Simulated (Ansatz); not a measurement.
# C₂H₁₀GeN₂: inputs that go wrong

4 inputs were typed for C₂H₁₀GeN₂. Each is run as it stands; the log then has to tell whether the result can be used.

Program: Ansatz 0.2.0, Gaussian basis. Level of theory: the settings change from run to run. These are calculated values, not measurements.

## Step 1: The relaxed structure

An earlier PBE0-D4 in a triple-zeta def2 set relaxation fixed the geometry.

SMILES `[CH3][Ge]([CH3])([NH2])[NH2]`, 15 atoms, charge 0, spin multiplicity 1.

Atoms are counted from 1 here; the program's logs count them from 0.

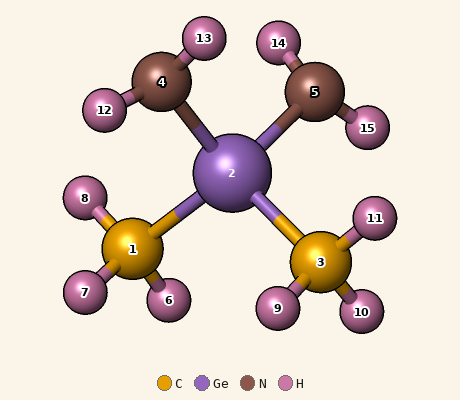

The geometry (carbon amber, germanium purple, nitrogen brown, hydrogen pink); atoms are numbered from 1 in the order of the file.

## Step 2: Input 1

Contents of in.yaml:

```yaml
crystal:
  periodic: [false, false, false]
  atoms:
    - {symbol: C, position_ang: [-1.763699, -0.557538, 0.159543]}
    - {symbol: Ge, position_ang: [0.041236, 0.178387, 0.024486]}
    - {symbol: C, position_ang: [1.344508, -1.221349, -0.375318]}
    - {symbol: N, position_ang: [0.318540, 1.114175, 1.583906]}
    - {symbol: N, position_ang: [0.287990, 1.473677, -1.258376]}
    - {symbol: H, position_ang: [-2.044176, -1.054739, -0.770822]}
    - {symbol: H, position_ang: [-1.826603, -1.288444, 0.968979]}
    - {symbol: H, position_ang: [-2.478289, 0.242575, 0.358514]}
    - {symbol: H, position_ang: [1.327707, -1.991231, 0.398280]}
    - {symbol: H, position_ang: [1.123855, -1.696536, -1.333900]}
    - {symbol: H, position_ang: [2.347305, -0.794085, -0.422776]}
    - {symbol: H, position_ang: [0.108943, 0.613236, 2.435393]}
    - {symbol: H, position_ang: [1.235623, 1.530812, 1.663967]}
    - {symbol: H, position_ang: [-0.347380, 2.256386, -1.189742]}
    - {symbol: H, position_ang: [0.302440, 1.143973, -2.212834]}
basis:
  gaussian: {orbitals: aug-pcseg-2}
hamiltonian: {xc: {name: wB97X}}
accuracy: high
```

Run with:

```bash
ansatz run in.yaml --threads 4 --pin off --events-out ev --progress --plain --max-ram 11315MiB
```

Log:

```text
Functional definition: wB97X
  name "wB97X"
  cite "Chai & Head-Gordon, J. Chem. Phys. 128, 084106 (2008) doi:10.1063/1.2834918"
  cite "Becke, J. Chem. Phys. 107, 8554 (1997) doi:10.1063/1.475007"
  parameter omega = 0.3/bohr
  parameter cx = 0.157706
  parameter cx1 = 0.726479
  parameter cx2 = 1.04760
  parameter cx3 = -5.70635
  parameter cx4 = 13.2794
  parameter css1 = -4.33879
  parameter css2 = 18.2308
  parameter css3 = -31.7430
  parameter css4 = 17.2901
  parameter cos1 = 2.37031
  parameter cos2 = -11.3995
  parameter cos3 = 6.58405
  parameter cos4 = -3.78132
  # The coefficients of nought are those of the uniform gas.
  exchange = spin_sum(e_x_unif_sr(omega)*poly(b97_u_x, 1 - cx, cx1, cx2, cx3, cx4)) + cx*exact_x_sr(omega)
      + exact_x_lr(omega)
  correlation = spin_sum(e_c_pw_same_spin*poly(b97_u_same, 1, css1, css2, css3, css4))
      + integral(e_c_pw_opposite_spin*poly(b97_u_opposite, 1, cos1, cos2, cos3, cos4))
6969 factors; integrals over basis functions are off by at most 4.4e-9 eV
Error: with its integrals the run needs 13.00 GiB of memory, and 11.04 GiB are given
refused for memory
```

Wall time 80 s (4 threads of Arm Neoverse V2, shared host); peak memory 6.3 GiB.

**Diagnosis.** The program refused the input before any cycle. Its message: «with its integrals the run needs 13.00 GiB of memory, and 11.04 GiB are given» The job doesn't fit into the memory allowed. It asks for 13.00 GiB, and 11.04 GiB are there. The cure: raise the memory limit.

## Step 3: Input 2

Contents of in.yaml:

```yaml
crystal:
  periodic: [false, false, false]
  atoms:
    - {symbol: C, position_ang: [-1.763699, -0.557538, 0.159543]}
    - {symbol: Ge, position_ang: [0.041236, 0.178387, 0.024486]}
    - {symbol: C, position_ang: [1.344508, -1.221349, -0.375318]}
    - {symbol: N, position_ang: [0.318540, 1.114175, 1.583906]}
    - {symbol: N, position_ang: [0.287990, 1.473677, -1.258376]}
    - {symbol: H, position_ang: [-2.044176, -1.054739, -0.770822]}
    - {symbol: H, position_ang: [-1.826603, -1.288444, 0.968979]}
    - {symbol: H, position_ang: [-2.478289, 0.242575, 0.358514]}
    - {symbol: H, position_ang: [1.327707, -1.991231, 0.398280]}
    - {symbol: H, position_ang: [1.123855, -1.696536, -1.333900]}
    - {symbol: H, position_ang: [2.347305, -0.794085, -0.422776]}
    - {symbol: H, position_ang: [0.108943, 0.613236, 2.435393]}
    - {symbol: H, position_ang: [1.235623, 1.530812, 1.663967]}
    - {symbol: H, position_ang: [-0.347380, 2.256386, -1.189742]}
    - {symbol: H, position_ang: [0.302440, 1.143973, -2.212834]}
basis:
  gaussian: {orbitals: def2-TZVPD}
hamiltonian: {xc: {name: HF}}
correlation: {active_space: {window: {electrons: 3, orbitals: 2}}}
```

The command is unchanged.

Log:

```text
Functional definition: HF
  name "HF"
  cite "Fock, Z. Phys. 61, 126 (1930) doi:10.1007/BF01340294"
  parent pbe
  exchange = exact_x
  correlation = 0
2040 factors; integrals over basis functions are off by at most 1.3e-3 eV
mean field evaluation 1: about -61653.7791 eV, gradient 5.2e1 eV
mean field evaluation 2: about -61653.8488 eV, gradient 5.2e1 eV
mean field evaluation 4: about -61659.6266 eV, gradient 4.7e0 eV
mean field evaluation 8: about -61659.6974 eV, gradient 2.7e-1 eV
mean field -61659.69770880 eV, -2265.9520963543 hartree, gradient 4.0e-6 eV, S^2 0.000000; 0 other end points of the search recorded, 0 dependent functions left out
reference -61659.69770880 eV, -2265.9520963543 hartree; 34, 34 occupied and 258, 258 virtual orbitals, 2040 factors
Error: 3 electrons in 2 orbitals form no window around the highest filled level of the reference
```

Wall time 6.5 s (4 threads of Arm Neoverse V2, shared host); peak memory 1.1 GiB.

What is wrong: It ended in an error. The active space doesn't fit the electrons. Cure: choose a window whose electrons and orbitals fit the reference.

## Step 4: Input 3

Contents of in.yaml:

```yaml
crystal:
  periodic: [false, false, false]
  atoms:
    - {symbol: C, position_ang: [-1.763699, -0.557538, 0.159543]}
    - {symbol: Ge, position_ang: [0.041236, 0.178387, 0.024486]}
    - {symbol: C, position_ang: [1.344508, -1.221349, -0.375318]}
    - {symbol: N, position_ang: [0.318540, 1.114175, 1.583906]}
    - {symbol: N, position_ang: [0.287990, 1.473677, -1.258376]}
    - {symbol: H, position_ang: [-2.044176, -1.054739, -0.770822]}
    - {symbol: H, position_ang: [-1.826603, -1.288444, 0.968979]}
    - {symbol: H, position_ang: [-2.478289, 0.242575, 0.358514]}
    - {symbol: H, position_ang: [1.327707, -1.991231, 0.398280]}
    - {symbol: H, position_ang: [1.123855, -1.696536, -1.333900]}
    - {symbol: H, position_ang: [2.347305, -0.794085, -0.422776]}
    - {symbol: H, position_ang: [0.108943, 0.613236, 2.435393]}
    - {symbol: H, position_ang: [1.235623, 1.530812, 1.663967]}
    - {symbol: H, position_ang: [-0.347380, 2.256386, -1.189742]}
    - {symbol: H, position_ang: [0.302440, 1.143973, -2.212834]}
basis:
  gaussian: {orbitals: def2-SVPD}
hamiltonian: {xc: {name: CCSD(T)}}
scf: {lower_state_search: light}
output: {forces: true}
```

Same command.

Log:

```text
Error: YAML parse error: error: line 21 column 19: hamiltonian.xc: no functional is named "CCSD(T)"; the names, which are not case-sensitive, are SVWN5, SPW92, PBE, PBE0, PBEsol, revPBE, revPBE0, RPBE, rPW86-PBE, HSE06, wPBEh, LC-wPBE, HISS, HF, BLYP, B3LYP, B3LYP5, BHLYP, CAM-B3LYP, r2SCAN, r2SCANh, r2SCAN0, r2SCAN50, m-r2SCAN, B97, wB97, wB97X, wB97X-V, B97M-V, wB97M-V, B2PLYP, B2GP-PLYP, PBE0-DH, PBE-QIDH
  --> <input>:21:19
   |
19 | basis:
20 |   gaussian: {orbitals: def2-SVPD}
21 | hamiltonian: {xc: {name: CCSD(T)}}
   |                   ^ hamiltonian.xc: no functional is named "CCSD(T)"; the names, which are not case-sensitive, are SVWN5, SPW92, PBE, PBE0, PBEsol, revPBE, revPBE0, RPBE, rPW86-PBE, HSE06, wPBEh, LC-wPBE, HISS, HF, BLYP, B3LYP, B3LYP5, BHLYP, CAM-B3LYP, r2SCAN, r2SCANh, r2SCAN0, r2SCAN50, m-r2SCAN, B97, wB97, wB97X, wB97X-V, B97M-V, wB97M-V, B2PLYP, B2GP-PLYP, PBE0-DH, PBE-QIDH
22 | scf: {lower_state_search: light}
23 | output: {forces: true}
   |
```

It took 0.05 s on 4 threads of Arm Neoverse V2, shared host.

Diagnosis: The program refused the input. The method's name isn't one that the program takes here. To mend it, set xc to hf, put the coupled-cluster method under correlation, and drop any dispersion key.

## Step 5: Input 4

Contents of in.yaml:

```yaml
crystal:
  periodic: [false, false, false]
  atoms:
    - {symbol: C, position_ang: [-1.763699, -0.557538, 0.159543]}
    - {symbol: Ge, position_ang: [0.041236, 0.178387, 0.024486]}
    - {symbol: C, position_ang: [1.344508, -1.221349, -0.375318]}
    - {symbol: N, position_ang: [0.318540, 1.114175, 1.583906]}
    - {symbol: N, position_ang: [0.287990, 1.473677, -1.258376]}
    - {symbol: H, position_ang: [-2.044176, -1.054739, -0.770822]}
    - {symbol: H, position_ang: [-1.826603, -1.288444, 0.968979]}
    - {symbol: H, position_ang: [-2.478289, 0.242575, 0.358514]}
    - {symbol: H, position_ang: [1.327707, -1.991231, 0.398280]}
    - {symbol: H, position_ang: [1.123855, -1.696536, -1.333900]}
    - {symbol: H, position_ang: [2.347305, -0.794085, -0.422776]}
    - {symbol: H, position_ang: [0.108943, 0.613236, 2.435393]}
    - {symbol: H, position_ang: [1.235623, 1.530812, 1.663967]}
    - {symbol: H, position_ang: [-0.347380, 2.256386, -1.189742]}
    - {symbol: H, position_ang: [0.302440, 1.143973, -2.212834]}
basis:
  gaussian: {orbitals: def2-mTZVP, final_grid: {core_spheres: 8, valence_spheres: 7, degree: 23}}
total_charge: -1
magnetization: {spin_polarized: true, initial_magnetization: 1}
hamiltonian: {xc: {name: HF}}
correlation: {method: mp2, frozen_orbitals: {C: 9}}
accuracy: high
output: {forces: true}
```

Same command.

Log:

```text
Functional definition: HF
  name "HF"
  cite "Fock, Z. Phys. 61, 126 (1930) doi:10.1007/BF01340294"
  parent pbe
  exchange = exact_x
  correlation = 0
Error: "frozen_orbitals" has no count for Ge
```

Wall time 0.05 s (4 threads of Arm Neoverse V2, shared host).

What is wrong: Refused before any calculation. Frozen orbitals are typed for one element alone, and the program wants a count for each. It also asks for charge -1 and multiplicity 2, another species or state than the molecule above. Cure: leave frozen_orbitals out, or give every element a count that its core really has, and set charge and spin to those of the species named.

## Step 6: Summary

```tsv
input	level	ended	cause	time
1	wB97X/aug-pcseg-2	refused	the job doesn't fit into the memory allowed	80 s
2	HF/def2-TZVPD	stopped by an error	the active space doesn't fit the electrons	6.5 s
3	CCSD(T)/def2-SVPD	refused	the method's name isn't one that the program takes here	0.05 s
4	MP2/def2-mTZVP	refused	frozen orbitals are typed for one element alone, and the program wants a count for each	0.05 s
```

**Reading.** 3 refused, 1 stopped by an error.
